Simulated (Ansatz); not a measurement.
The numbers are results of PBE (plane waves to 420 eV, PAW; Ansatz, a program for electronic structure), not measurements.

Host crystal: corundum, with a band gap (PBE, scalar-relativistic without spin-orbit coupling).

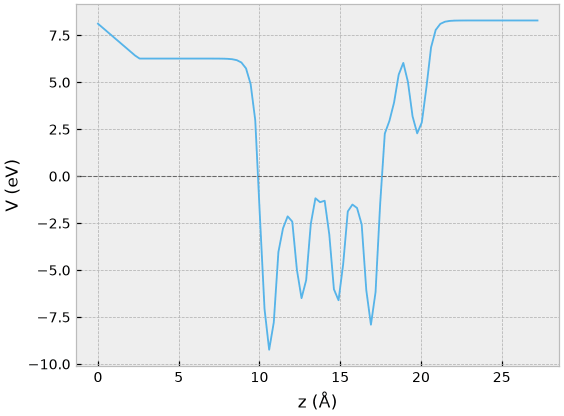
Planar average of the electrostatic potential across the slab, in eV from the Fermi level, for Cl on the 1x1 (0001) surface of corundum (cut with top plane Al), one in a 1x1 cell, started at the site 'top Al'

Slab: 21 atoms, 6.7 Å thick at the start under the adsorbate (thin: gaps and levels are the slab's own); k 6x6x1, smearing 0.01 eV, dipole-corrected; 9 atoms held, the rest relaxed; held to the start's symmetry, so lower structures may exist; spin-polarised, ending with about 1.0 μB a cell, a value that depends on the mesh; orders that need a larger cell were not tried, no spin-orbit, no U, no dispersion correction. The slab shows no gap over 0.04 eV on its mesh. At the end it is bonded to Al. In PBE it is, or lies within 0.03 eV of, the lowest of the starts that converged.

### Question
The surface cell has an area of 20.03 Å². What dipole along the normal does the step between the two vacuum levels imply?

### Answer
the top vacuum level lies 2.03 eV above the bottom one; p = −ε₀ A ΔV (ε₀ = 0.005526 e/(V·Å)) gives -0.22 e·Å a cell.
